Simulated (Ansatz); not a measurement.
# AsBH₅N (SMILES NB[AsH2]): single points off equilibrium

The atoms stand at a structure displaced at random from a GFN2-xTB minimum. How far do the functionals agree with CCSD(T) there?

Method: single points in def2-TZVPP; program: Ansatz 0.2.0, Gaussian basis.

Correlated methods freeze the cores. Filled d shells of the heavier atoms are correlated.

### Step 1. Where the work starts

8 atoms, charge 0, spin multiplicity 1.

Atoms are counted from 1 here; the program's logs count them from 0.

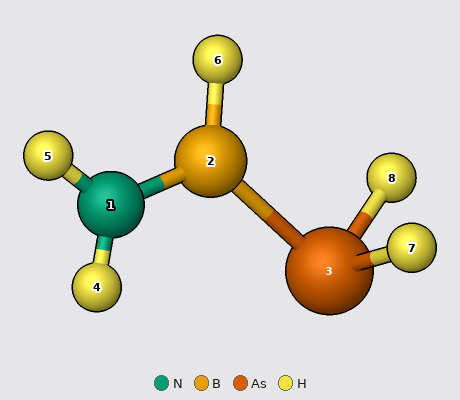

The starting geometry (nitrogen teal, boron amber, arsenic orange, hydrogen yellow); atoms are numbered from 1 in the order of the file.

As a file:

```
N    -1.1417    0.7665   -0.6097
B     0.1006    0.4353    0.0590
As    0.9083   -1.4616   -0.1418
H    -1.5885    0.1056   -1.2077
H    -1.6168    1.6861   -0.5491
H     0.5923    1.3247    0.7149
H     0.4494   -1.8699    1.3003
H     2.2896   -1.0506    0.4563
```

### Step 2. CCSD(T)/def2-TZVPP

run/in.yaml

```yaml
crystal:
  periodic: [false, false, false]
  atoms:
    - {symbol: N, position_ang: [-1.141700, 0.766500, -0.609700]}
    - {symbol: B, position_ang: [0.100600, 0.435300, 0.059000]}
    - {symbol: As, position_ang: [0.908300, -1.461600, -0.141800]}
    - {symbol: H, position_ang: [-1.588500, 0.105600, -1.207700]}
    - {symbol: H, position_ang: [-1.616800, 1.686100, -0.549100]}
    - {symbol: H, position_ang: [0.592300, 1.324700, 0.714900]}
    - {symbol: H, position_ang: [0.449400, -1.869900, 1.300300]}
    - {symbol: H, position_ang: [2.289600, -1.050600, 0.456300]}
basis:
  gaussian: {orbitals: def2-TZVPP}
correlation: {method: ccsd_t}
output: {forces: true}
```

No record of the launch command was kept for these runs.

### Step 3. PBE0-D4/def2-TZVPP

Changes to run/in.yaml since step 2:

```diff
@@ -13,3 +13,3 @@
   gaussian: {orbitals: def2-TZVPP}
-correlation: {method: ccsd_t}
-output: {forces: true}
+hamiltonian: {xc: pbe0, dispersion: d4}
+output: {forces: true, orbitals: {seedname: orbitals}}
```

### Step 4. wB97M-V/def2-TZVPP

Changes to run/in.yaml since step 3:

```diff
@@ -13,3 +13,3 @@
   gaussian: {orbitals: def2-TZVPP}
-hamiltonian: {xc: pbe0, dispersion: d4}
-output: {forces: true, orbitals: {seedname: orbitals}}
+hamiltonian: {xc: {name: wB97M-V}}
+output: {forces: true}
```

### Step 5. r2SCAN-D4/def2-TZVPP

Changes to run/in.yaml since step 4:

```diff
@@ -13,3 +13,3 @@
   gaussian: {orbitals: def2-TZVPP}
-hamiltonian: {xc: {name: wB97M-V}}
+hamiltonian: {xc: r2scan, dispersion: d4}
 output: {forces: true}
```

### Step 6. PBE-D4/def2-TZVPP

Changes to run/in.yaml since step 5:

```diff
@@ -13,3 +13,3 @@
   gaussian: {orbitals: def2-TZVPP}
-hamiltonian: {xc: r2scan, dispersion: d4}
+hamiltonian: {xc: pbe, dispersion: d4}
 output: {forces: true}
```

### Step 7. wB97X-V/def2-TZVPP

Changes to run/in.yaml since step 6:

```diff
@@ -13,3 +13,3 @@
   gaussian: {orbitals: def2-TZVPP}
-hamiltonian: {xc: pbe, dispersion: d4}
+hamiltonian: {xc: {name: wB97X-V}}
 output: {forces: true}
```

### Step 8. r2SCAN0-D4/def2-TZVPP

Changes to run/in.yaml since step 7:

```diff
@@ -13,3 +13,3 @@
   gaussian: {orbitals: def2-TZVPP}
-hamiltonian: {xc: {name: wB97X-V}}
+hamiltonian: {xc: {name: r2SCAN0}, dispersion: d4}
 output: {forces: true}
```

(Steps that only read results are left out.)

Before running it: what results should come out? Wanted: energy less free atoms, CCSD(T)/def2-TZVPP; RMS force component; RMS force error; HOMO and LUMO, PBE0-D4; T1 diagnostic.

The runs gave:

| quantity | value |
| --- | --- |
| energy less free atoms, CCSD(T)/def2-TZVPP | -2465.6 kJ/mol |
| RMS force component | 0.670 to 0.790 eV/Å over the methods |
| RMS force error | PBE0-D4 0.095, wB97M-V 0.063, r2SCAN-D4 0.065, PBE-D4 0.193, wB97X-V 0.060, r2SCAN0-D4 0.122 eV/Å |
| HOMO and LUMO, PBE0-D4 | -7.04 and -0.54 eV |
| T1 diagnostic | 0.013 |

What this shows: Against CCSD(T) the functionals' energies less atoms differ by -128.1 to -37.9 kJ/mol, PBE-D4 by -128.1 kJ/mol. CCSD(T) in triple zeta still lacks some correlation energy of the bonds, so part of these gaps is its own basis error and they don't rank the functionals. For forces wB97X-V does best and PBE-D4 worst. Frozen-core CCSD(T) forces in triple zeta carry basis errors of their own, and this is one geometry, so small gaps rank nothing.
